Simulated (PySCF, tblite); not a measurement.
**C₅H₁₆N₂Si₂: infrared bands, NMR shifts and electronic excitations in gas and solvents**

Aim: compute the infrared bands, NMR shifts and electronic excitations of C₅H₁₆N₂Si₂ (`CN(C)[Si@@H]1CCC[Si@@H]1N`), and see what a dielectric continuum does where one was used.

Programs: tblite 0.8.0 and PySCF 2.14.0, with density-fitted response routines of our own. Each step states its level of theory. These are calculated values for one molecule, in the gas phase or a continuum, unless marked as measured. Atoms count from 0, in the outputs and in this text.

### Step 1. Starting geometry

25 atoms, charge 0, multiplicity 1; geometry from: force field or distance geometry start.

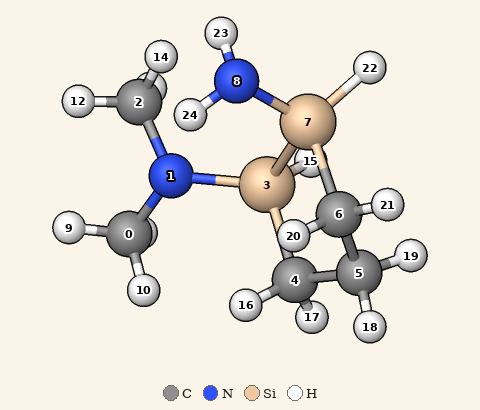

The starting geometry (carbon grey, nitrogen blue, silicon light orange, hydrogen white), atoms numbered; sticks join atoms by distance.

### Step 2. Optimising the geometry with GFN2-xTB

Job settings and geometry (Å):

```
{"job": {"kind": "relax", "xc": "GFN2-xTB", "basis": "xTB"}, "charge": 0, "multiplicity": 1}
C      2.435100    -0.051800    -1.430900
N      1.628400     0.273300    -0.241000
C      2.549800     0.857600     0.769100
Si     0.347900    -0.774000     0.262600
C     -0.828700    -1.242300    -1.145600
C     -2.292900    -1.298600    -0.661000
C     -2.670600     0.006500     0.072900
Si    -1.393000     0.423500     1.426500
N     -1.086000     2.087500     1.534800
H      3.006600     0.817200    -1.755700
H      1.780900    -0.318800    -2.278700
H      3.112200    -0.885100    -1.245800
H      3.101400     1.698700     0.348000
H      3.256900     0.120800     1.148300
H      1.985500     1.285100     1.619200
H      0.857300    -1.946900     1.043300
H     -0.743500    -0.483400    -1.941500
H     -0.535600    -2.210400    -1.580700
H     -2.961300    -1.450000    -1.503900
H     -2.415500    -2.156200     0.018700
H     -2.714100     0.834400    -0.640700
H     -3.668400    -0.091400     0.522100
H     -1.694900    -0.152200     2.763900
H     -0.388700     2.257300     2.242500
H     -0.679500     2.423600     0.662600
```

Run with:

```sh
> OMP_NUM_THREADS=1 python probes_run.py task.json out
```

The driver reads the jobs from task.json and runs them one after another.

What it wrote:

```text
step      E/eV     max force
  0    -766.41448    2.656
  1    -766.58520    1.022
  2    -766.63681    0.520
  3    -766.67557    0.502
  4    -766.69614    0.547
  5    -766.71855    0.419
  6    -766.73014    0.297
  7    -766.74533    0.281
  8    -766.75648    0.247
  9    -766.76765    0.275
 10    -766.77883    0.260
 11    -766.79107    0.247
 12    -766.80340    0.236
 13    -766.81445    0.203
 14    -766.82224    0.163
 15    -766.82679    0.133
 16    -766.82956    0.102
 17    -766.83186    0.113
 18    -766.83410    0.104
 19    -766.83621    0.088
 20    -766.83810    0.083
 21    -766.83979    0.077
 22    -766.84139    0.082
 23    -766.84300    0.079
 24    -766.84468    0.088
 25    -766.84627    0.083
 26    -766.84765    0.073
 27    -766.84893    0.076
 28    -766.85022    0.073
 29    -766.85142    0.074
 30    -766.85244    0.067
 31    -766.85326    0.054
 32    -766.85397    0.059
 33    -766.85463    0.069
 34    -766.85519    0.060
 35    -766.85566    0.052
 36    -766.85613    0.056
 37    -766.85668    0.049
 38    -766.85732    0.060
 39    -766.85794    0.048
 40    -766.85850    0.049
 41    -766.85911    0.061
 42    -766.85983    0.073
 43    -766.86059    0.059
 44    -766.86117    0.050
 45    -766.86157    0.039
 46    -766.86188    0.038
 47    -766.86218    0.041
 48    -766.86243    0.033
 49    -766.86263    0.030
 50    -766.86279    0.031
 51    -766.86295    0.036
 52    -766.86310    0.027
 53    -766.86322    0.022
 54    -766.86332    0.027
 55    -766.86345    0.032
 56    -766.86362    0.033
 57    -766.86382    0.026
 58    -766.86397    0.023
 59    -766.86408    0.022
 60    -766.86419    0.020
 61    -766.86429    0.024
 62    -766.86439    0.023
 63    -766.86446    0.019
 64    -766.86452    0.018
 65    -766.86459    0.018
 66    -766.86465    0.017
 67    -766.86469    0.015
 68    -766.86472    0.011
 69    -766.86476    0.017
 70    -766.86481    0.022
 71    -766.86488    0.022
 72    -766.86496    0.025
 73    -766.86504    0.021
 74    -766.86510    0.018
 75    -766.86515    0.015
 76    -766.86518    0.012
 77    -766.86522    0.011
 78    -766.86525    0.012
 79    -766.86529    0.015
 80    -766.86534    0.013
 81    -766.86538    0.014
 82    -766.86542    0.014
 83    -766.86547    0.014
 84    -766.86551    0.013
 85    -766.86554    0.011
 86    -766.86559    0.015
 87    -766.86564    0.021
 88    -766.86569    0.018
 89    -766.86573    0.012
 90    -766.86575    0.010
 91    -766.86577    0.015
 92    -766.86579    0.018
 93    -766.86582    0.016
 94    -766.86584    0.009
```

It took 1.1 s on 1 thread of Arm Neoverse V1, shared host; peak memory 0.18 GiB.

Relaxation path: (not every step is listed)

```tsv
step	energy from step 0 (eV)	largest force (eV/Å)
0	0.0000	2.6564
1	-0.1707	1.0220
2	-0.2223	0.5205
3	-0.2611	0.5022
4	-0.2817	0.5472
5	-0.3041	0.4194
6	-0.3157	0.2973
7	-0.3308	0.2812
8	-0.3420	0.2467
16	-0.4151	0.1020
24	-0.4302	0.0883
32	-0.4395	0.0594
40	-0.4440	0.0493
48	-0.4479	0.0333
56	-0.4491	0.0335
64	-0.4500	0.0181
72	-0.4505	0.0251
80	-0.4509	0.0129
88	-0.4512	0.0181
89	-0.4512	0.0122
90	-0.4513	0.0099
91	-0.4513	0.0149
92	-0.4513	0.0184
93	-0.4513	0.0156
94	-0.4514	0.0092
```

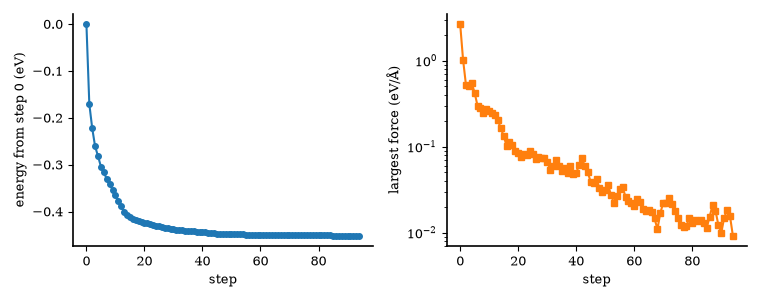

Energy and largest force along the relaxation.

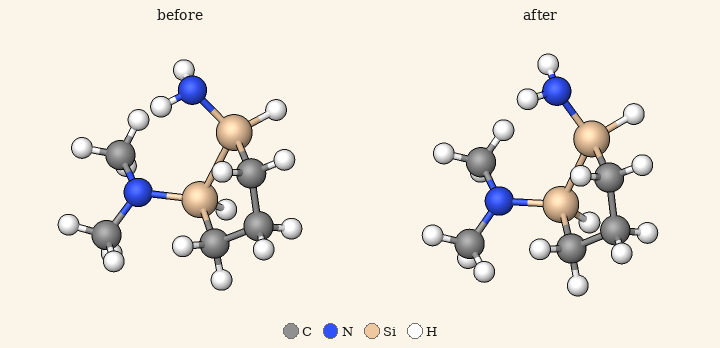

Before and after, at one scale.

Distances of close pairs at the start and the end, largest changes first:

```tsv
bond	before (Å)	after (Å)	change (Å)
Si3–Si7	2.412	2.311	-0.101
N1–C2	1.487	1.439	-0.047
Si7–N8	1.696	1.734	+0.038
C0–N1	1.474	1.442	-0.032
C2–H14	1.106	1.087	-0.019
C0–H10	1.104	1.086	-0.018
Si7–H22	1.487	1.470	-0.017
Si3–C4	1.894	1.910	+0.016
```

The next job starts from the end point, and lists it.

### Step 3. Vibrational analysis with GFN2-xTB

Job settings and geometry (Å):

```
{"job": {"kind": "ir", "xc": "GFN2-xTB", "basis": "xTB"}, "charge": 0, "multiplicity": 1}
C      2.447575    -0.197926    -1.433849
N      1.713427     0.142633    -0.240619
C      2.537198     0.823002     0.723911
Si     0.370858    -0.803171     0.301294
C     -0.764924    -1.181042    -1.186488
C     -2.199091    -1.239409    -0.660343
C     -2.581827     0.033472     0.094723
Si    -1.254271     0.398412     1.422136
N     -1.211462     2.117710     1.642158
H      2.851020     0.710306    -1.891716
H      1.784726    -0.684935    -2.142722
H      3.286590    -0.871970    -1.220653
H      2.960051     1.729687     0.280959
H      3.369186     0.195197     1.067871
H      1.936147     1.097320     1.587673
H      0.773049    -2.109565     0.886117
H     -0.697758    -0.391615    -1.937644
H     -0.524779    -2.118464    -1.688443
H     -2.894481    -1.406029    -1.489999
H     -2.292120    -2.095229     0.014437
H     -2.640592     0.861718    -0.614106
H     -3.578599    -0.081065     0.519780
H     -1.657470    -0.088249     2.749360
H     -0.659536     2.487362     2.399148
H     -1.083855     2.695992     0.826149
```

What it wrote:

```text
mode    cm-1     km/mol
  1      45.9      0.28
  2      67.0      0.40
  3      72.8      0.66
  4     128.7      0.69
  5     151.8      8.94
  6     174.2      2.43
  7     195.4     14.93
  8     207.2      0.46
  9     221.1      2.75
 10     254.9      2.58
 11     262.0      3.33
 12     277.8      5.80
 13     301.9      8.40
 14     373.8      4.46
 15     436.8     10.56
 16     450.7      3.25
 17     548.7    328.29
 18     568.1    175.88
 19     613.5    109.65
 20     651.3     81.05
 21     659.9     72.83
 22     671.4     57.64
 23     686.0    130.65
 24     728.4     63.66
 25     756.6     27.39
 26     809.0     50.15
 27     822.3     91.77
 28     882.9    148.74
 29     951.5     32.68
 30     957.0      3.10
 31    1029.8    128.14
 32    1047.0      7.13
 33    1054.5      2.35
 34    1087.9      1.16
 35    1112.4      0.24
 36    1127.2      6.57
 37    1138.9     24.31
 38    1204.2     38.34
 39    1221.3      1.79
 40    1274.5      2.58
 41    1293.6     58.08
 42    1298.9     12.28
 43    1346.9      6.82
 44    1415.3      0.67
 45    1425.6      0.50
 46    1481.9      1.15
 47    1484.1      0.40
 48    1490.0      2.29
 49    1491.5      1.61
 50    1504.2      5.82
 51    1513.2      1.14
 52    1517.7      0.43
 53    1526.7     42.98
 54    2031.9    403.33
 55    2171.4    429.74
 56    2882.5     65.78
 57    2888.3     82.95
 58    2922.1     75.62
 59    2941.5     13.08
 60    2945.7    131.44
 61    2954.9     12.57
 62    2962.4     10.60
 63    2970.1    140.54
 64    2984.5     52.31
 65    2994.3     43.26
 66    3023.9     44.52
 67    3048.0     23.87
 68    3464.7      5.15
 69    3499.9      1.89
```

Run time: 1.5 s. Hardware: 1 thread of Arm Neoverse V1, shared host; peak memory 0.18 GiB.

The strongest bands and the atoms that carry them (share of the mass-weighted mode):

```tsv
cm⁻¹	km/mol	atoms
549	328.3	H24 37 %, H23 36 %, N8 20 %
568	175.9	H22 71 %, H15 17 %
686	130.7	C6 20 %, C4 19 %, Si3 17 %
883	148.7	N8 44 %, Si7 41 %
2032	403.3	H15 97 %
2171	429.7	H22 97 %
2946	131.4	H12 46 %, H9 38 %
2970	140.5	H20 50 %, H16 25 %, H19 12 %
```

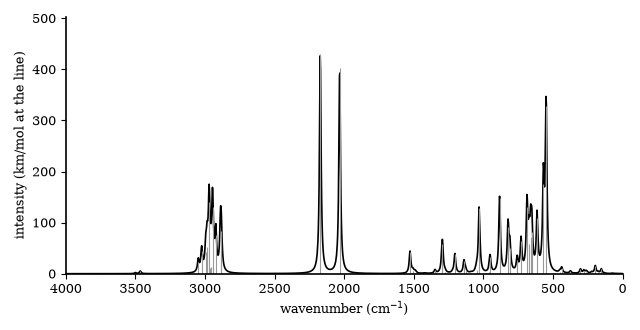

The infrared spectrum from these modes, unscaled. Lines are broadened to a width of 14 cm⁻¹ (Lorentzian).

### Step 4. Optimising the geometry at PBE0-D3(BJ)/def2-SVP

Job settings and geometry (Å):

```
{"job": {"xc": "PBE0", "basis": "def2-SVP", "d3": "d3bj", "grid": 1, "shake": 0.01, "kind": "geom"}, "charge": 0, "multiplicity": 1}
C      2.467980    -0.223480    -1.429670
N      1.707750     0.138110    -0.242770
C      2.517000     0.820680     0.715260
Si     0.404090    -0.800910     0.297770
C     -0.767740    -1.187720    -1.197040
C     -2.203000    -1.234590    -0.662730
C     -2.572250     0.031470     0.094970
Si    -1.238810     0.403860     1.417080
N     -1.213290     2.123120     1.661510
H      2.848320     0.707870    -1.881690
H      1.775860    -0.687850    -2.133900
H      3.292390    -0.871050    -1.213950
H      2.931770     1.739900     0.271360
H      3.352500     0.197960     1.074880
H      1.931700     1.086560     1.587930
H      0.772520    -2.095510     0.893590
H     -0.695820    -0.380500    -1.939700
H     -0.534040    -2.112620    -1.682620
H     -2.896630    -1.413860    -1.487710
H     -2.317060    -2.088330     0.019350
H     -2.656980     0.862330    -0.623750
H     -3.571030    -0.101410     0.510640
H     -1.650370    -0.076680     2.727780
H     -0.664520     2.490640     2.393060
H     -1.067950     2.684080     0.829690
```

What it wrote:

```text
step   0  E = -887.69269141  max force = 0.030248
step   1  E = -887.70329324  max force = 0.007161
step   2  E = -887.70389302  max force = 0.002254
step   3  E = -887.70411491  max force = 0.003437
step   4  E = -887.70429564  max force = 0.002923
step   5  E = -887.70443230  max force = 0.001275
step   6  E = -887.70454691  max force = 0.000927
step   7  E = -887.70458305  max force = 0.000802
step   8  E = -887.70461640  max force = 0.000661
step   9  E = -887.70462443  max force = 0.000402
optimisation converged
```

Wall time 5.5 min (1 thread of Arm Neoverse V1, shared host); peak memory 1.1 GiB.

Step by step:

```tsv
step	energy from step 0 (eV)	largest force component (eV/Å)
0	0.0000	1.5554
1	-0.2885	0.3682
2	-0.3048	0.1159
3	-0.3108	0.1767
4	-0.3158	0.1503
5	-0.3195	0.0656
6	-0.3226	0.0477
7	-0.3236	0.0412
8	-0.3245	0.0340
9	-0.3247	0.0207
```

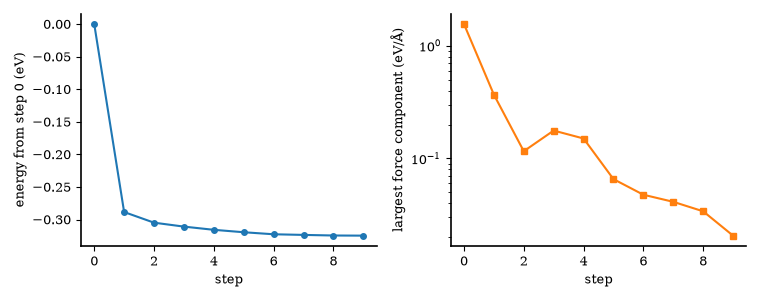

Energy and largest force along the relaxation.

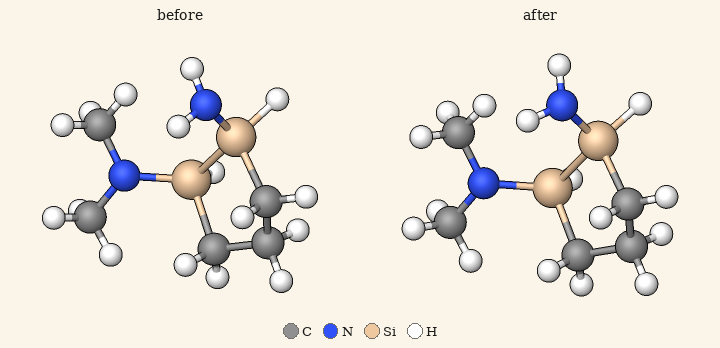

Before and after, at one scale.

Close pairs (by a distance rule), those that changed most:

```tsv
bond	before (Å)	after (Å)	change (Å)
N1–Si3	1.695	1.751	+0.056
Si7–H22	1.455	1.497	+0.041
C0–H11	1.070	1.111	+0.040
Si3–H15	1.472	1.510	+0.038
Si3–C4	1.938	1.904	-0.035
C4–H17	1.070	1.101	+0.031
Si3–Si7	2.325	2.354	+0.030
N8–H23	0.986	1.013	+0.028
```

The next job starts from the end point, and lists it.

```tsv
at the end point	value
point group (found at 0.08 Å tolerance)	C1
rotational constants (GHz, main isotopes)	1.506, 0.929, 0.645
dipole moment (D)	1.44
```

### Step 5. Shielding tensors: PBE0/pcSseg-1

Job settings and geometry (Å):

```
{"job": {"kind": "nmr", "xc": "PBE0", "basis": "pcSseg-1"}, "charge": 0, "multiplicity": 1}
C      2.390266    -0.479076    -1.428804
N      1.578546    -0.052742    -0.316806
C      2.258776     0.834076     0.591685
Si     0.268952    -1.075393     0.235168
C     -0.942985    -1.473533    -1.177780
C     -2.367440    -1.484715    -0.596813
C     -2.686639    -0.194115     0.169732
Si    -1.338008     0.117307     1.475606
N     -1.093618     1.817275     1.773722
H      2.758722     0.390693    -2.004960
H      1.805733    -1.105388    -2.120561
H      3.280912    -1.066201    -1.119714
H      2.650964     1.717933     0.053466
H      3.121755     0.363092     1.108636
H      1.562060     1.199639     1.361620
H      0.750485    -2.370776     0.842848
H     -0.853127    -0.664242    -1.924940
H     -0.716752    -2.418343    -1.696434
H     -3.107446    -1.652023    -1.398323
H     -2.474122    -2.348986     0.085236
H     -2.671789     0.667750    -0.522955
H     -3.694625    -0.217722     0.613819
H     -1.691320    -0.486084     2.799044
H     -0.762401     2.115427     2.683843
H     -0.686546     2.392505     1.044149
```

Method: GIAO PBE0/pcSseg-1 NMR shielding, non-relativistic, gas phase.

What it wrote:

```text
coarse grid: 20728 points
cycle   1  E = -887.8899413117  dE =  7.128e-01  |g| = 5.992e-01  |ddm| = 4.410e+00
cycle   2  E = -887.8314237450  dE =  5.852e-02  |g| = 7.847e-01  |ddm| = 1.365e+00
cycle   3  E = -887.9763947625  dE = -1.450e-01  |g| = 7.324e-02  |ddm| = 8.712e-01
cycle   4  E = -887.9773384163  dE = -9.437e-04  |g| = 3.642e-02  |ddm| = 1.079e-01
cycle   5  E = -887.9776236880  dE = -2.853e-04  |g| = 8.726e-03  |ddm| = 4.039e-02
cycle   6  E = -887.9776415794  dE = -1.789e-05  |g| = 2.454e-03  |ddm| = 1.329e-02
cycle   7  E = -887.9776430361  dE = -1.457e-06  |g| = 5.173e-04  |ddm| = 3.200e-03
final grid: 187832 points
cycle   8  E = -888.0251708495  dE = -3.740e-05  |g| = 1.064e-02  |ddm| = 3.213e-02
cycle   9  E = -888.0251521387  dE =  1.871e-05  |g| = 1.392e-02  |ddm| = 2.332e-02
cycle  10  E = -888.0251981907  dE = -4.605e-05  |g| = 1.182e-03  |ddm| = 1.368e-02
cycle  11  E = -888.0251984670  dE = -2.762e-07  |g| = 3.116e-04  |ddm| = 1.274e-03
cycle  12  E = -888.0251984856  dE = -1.861e-08  |g| = 8.242e-05  |ddm| = 3.418e-04
cycle  13  E = -888.0251984872  dE = -1.585e-09  |g| = 2.900e-05  |ddm| = 1.342e-04
cycle  14  E = -888.0251984874  dE = -2.083e-10  |g| = 5.210e-06  |ddm| = 3.407e-05
converged SCF energy = -888.0251984874

GIAO shielding tensors (ppm)
atom      isotropic    diamagn.    paramagn.     s11        s22        s33       span
  0 C      143.158     243.101     -99.943    120.243    124.855    184.375     64.132
  1 N      249.120     328.907     -79.787    217.499    259.942    269.917     52.418
  2 C      143.256     245.475    -102.220    121.683    124.635    183.449     61.766
  3 Si     374.841     883.958    -509.116    308.926    370.926    444.672    135.747
  4 C      166.627     256.871     -90.244    156.651    160.447    182.783     26.133
  5 C      164.496     247.474     -82.978    150.176    171.176    172.135     21.959
  6 C      165.862     255.718     -89.856    150.413    158.396    188.777     38.364
  7 Si     370.278     881.265    -510.986    308.733    380.649    421.453    112.720
  8 N      258.883     319.724     -60.842    224.689    254.577    297.381     72.692
  9 H       28.982      29.099      -0.118     24.669     26.145     36.131     11.462
 10 H       28.696      30.310      -1.614     23.061     28.872     34.156     11.095
 11 H       28.970      27.692       1.279     24.717     26.179     36.015     11.298
 12 H       29.072      30.327      -1.254     25.218     26.112     35.886     10.667
 13 H       28.954      28.920       0.034     24.730     26.227     35.907     11.177
 14 H       28.198      32.411      -4.213     22.079     29.134     33.381     11.302
 15 H       26.669      31.134      -4.465     22.984     25.145     31.880      8.895
 16 H       30.803      34.794      -3.991     26.643     29.838     35.927      9.284
 17 H       29.803      31.897      -2.094     24.274     28.590     36.544     12.270
 18 H       29.206      28.767       0.439     22.959     27.580     37.079     14.120
 19 H       30.555      30.561      -0.006     25.908     28.305     37.453     11.545
 20 H       30.787      32.944      -2.157     27.388     28.889     36.084      8.696
 21 H       29.779      29.116       0.663     24.753     27.566     37.017     12.264
 22 H       26.534      29.881      -3.347     23.515     24.906     31.182      7.667
 23 H       31.354      29.987       1.367     24.300     26.553     43.209     18.909
 24 H       31.633      33.933      -2.299     24.814     28.714     41.372     16.558
```

Run time: 80 s. Hardware: 1 thread of Arm Neoverse V1, shared host; peak memory 1.2 GiB.

Shifts follow as δ = σ(reference) − σ, with reference shieldings (ppm) from runs at the same level and on the same kind of geometry: ¹H TMS 31.27, ¹³C TMS 184.4, ²⁹Si TMS 352.0, ¹⁵N NH3 265.7. The references are single molecules in the gas phase, so shifts against H2O, NH3, PH3, H3PO4 or CFCl3 are not on the usual liquid scales and can be off by tens of ppm. Atoms listed in one row are averaged.

```tsv
atoms	environment	σ (ppm)	δ (ppm)	δ scaled to CDCl3
C0, C2	methyl carbon bonded to N	143.2	41.2	39.5
C5	sp3 CH2 in a ring	164.5	19.9	18.8
C6	sp3 CH2 bonded to Si	165.9	18.5	17.5
C4	sp3 CH2 bonded to Si	166.6	17.8	16.8
H22	hydrogen on a silicon bonded to C, N, Si, in a 5-membered ring	26.53	4.73	–
H15	hydrogen on a silicon bonded to C, N, Si, in a 5-membered ring	26.67	4.60	–
H9, H10, H11, H12, H13, H14	hydrogen on a methyl carbon bonded to N	28.81	2.45	2.54
H18	hydrogen on an sp3 CH2 in a ring	29.21	2.06	2.17
H21	hydrogen on an sp3 CH2 bonded to Si	29.78	1.49	1.63
H17	hydrogen on an sp3 CH2 bonded to Si	29.80	1.46	1.60
H19	hydrogen on an sp3 CH2 in a ring	30.56	0.71	0.89
H20	hydrogen on an sp3 CH2 bonded to Si	30.79	0.48	0.67
H16	hydrogen on an sp3 CH2 bonded to Si	30.80	0.46	0.66
H23, H24	hydrogen on a nitrogen bonded to Si	31.49	-0.23	–
N1	nitrogen bonded to 2 C, Si	249.1	16.6	–
N8	nitrogen bonded to Si, 2 H	258.9	6.8	–
Si7	silicon bonded to C, N, Si, H, in a 5-membered ring	370.3	-18.3	–
Si3	silicon bonded to C, N, Si, H, in a 5-membered ring	374.8	-22.8	–
```

The scaled column applies a straight-line fit of computed shieldings to shifts measured in CDCl3 (root-mean-square error 0.21 ppm for H, 2.0 ppm for C).

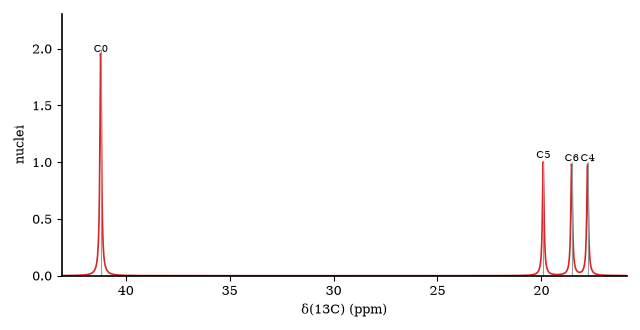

¹³C lines at the computed shifts, without couplings. Lines are broadened to a width of 0.09 ppm (Lorentzian).

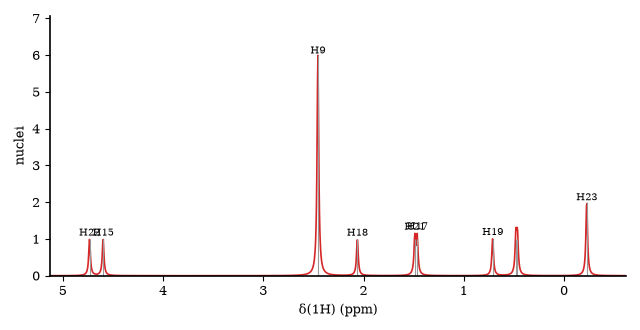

¹H lines at the computed shifts, without couplings. Lines are broadened to a width of 0.02 ppm (Lorentzian).

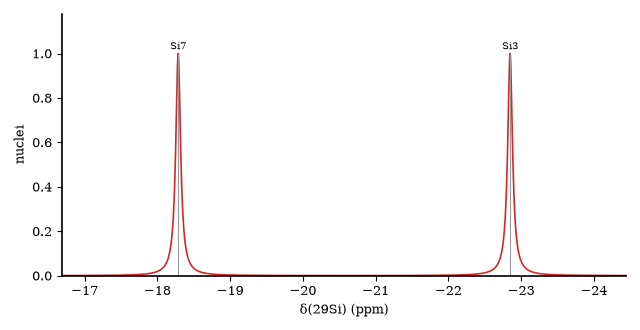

²⁹Si lines at the computed shifts, without couplings. Lines are broadened to a width of 0.08 ppm (Lorentzian).

The run also stored atomic charges by several schemes (e):

```tsv
atoms	Mulliken	IAO	Hirshfeld	ESP fit
C0, C2	-0.09	-0.29	-0.07	-0.27
N1	-0.80	-0.49	-0.18	-0.12
Si3	0.62	0.66	0.27	0.18
C4	-0.53	-0.54	-0.16	-0.18
C5	-0.26	-0.24	-0.07	-0.08
C6	-0.52	-0.54	-0.16	-0.31
Si7	0.60	0.74	0.30	0.54
N8	-0.64	-0.83	-0.31	-1.01
```

ESP fit charges:

C0 -0.28; N1 -0.12; C2 -0.26; Si3 0.18; C4 -0.18; C5 -0.08; C6 -0.31; Si7 0.54; N8 -1.01; H9 0.09; H10 0.11; H11 0.11; H12 0.10; H13 0.10; H14 0.06; H15 -0.12; H16 0.06; H17 0.07; H18 0.04; H19 0.05; H20 0.12; H21 0.09; H22 -0.12; H23 0.40; H24 0.37

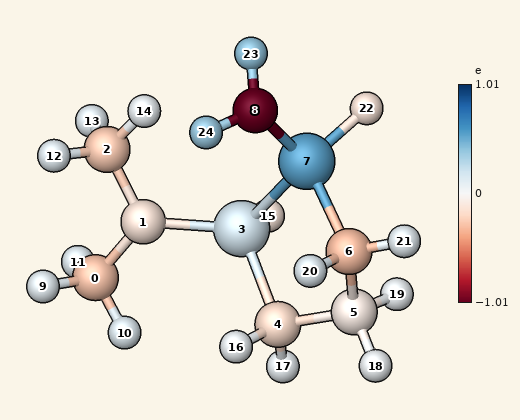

ESP fit charges, as colours on the atoms.

Mayer bond orders: C0–N1 0.97, N1–C2 0.98, N1–Si3 0.91, Si3–C4 0.90, C4–C5 1.03, C5–C6 1.02, C6–Si7 0.90, Si7–N8 0.98, Si7–Si3 0.91.

Ring of atoms Si3, C4, C5, C6, Si7: NICS(0) -3.4, NICS(1) -3.4, NICS(1)zz -0.2 ppm (means of both faces).

The two faces differ (NICS(1)zz 2.3 and -2.8 ppm).

(Part 1 of 2 ends here.)
